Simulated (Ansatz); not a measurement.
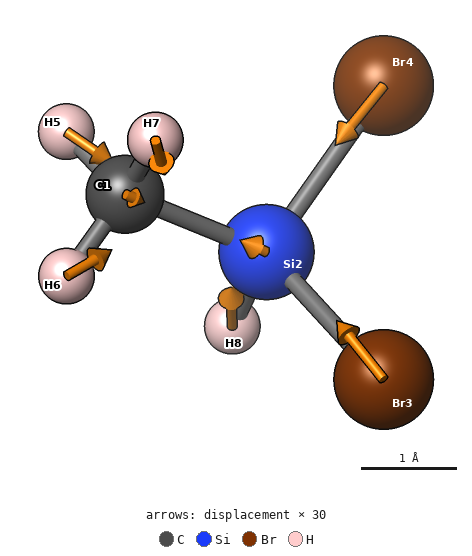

A relaxation of CH4Br2Si. The starting structure is drawn; orange arrows show the displacements, magnified 30 times. The two geometries are superimposed by the best rigid fit.

The picture is a ball-and-stick view, seen from a free direction.

The start comes from PBE-D4/def2-SVP.

All numbers below come from RKS PBE0-D4/def2-TZVP in Ansatz 0.2.0. Settings: force threshold 0.005 eV/Å; at most 150 steps.

What happened in the run?

Answer. The largest moves after the best rigid fit, 0.030 Å, are those of Br3 and Br4. By element the largest moves are Br 0.030 Å, H 0.027 Å, Si 0.013 Å, C 0.009 Å. Near-neighbour distances that change, for instance: Si2–Br3 2.242 → 2.217 Å, C1–Si2 1.872 → 1.850 Å, Si2–H8 1.498 → 1.478 Å, C1–H5 1.109 → 1.093 Å. Over 4 geometry steps the energy falls by 3.16 kJ/mol. Largest force component: 0.48 eV/Å at the start, 0.0025 eV/Å at the end.
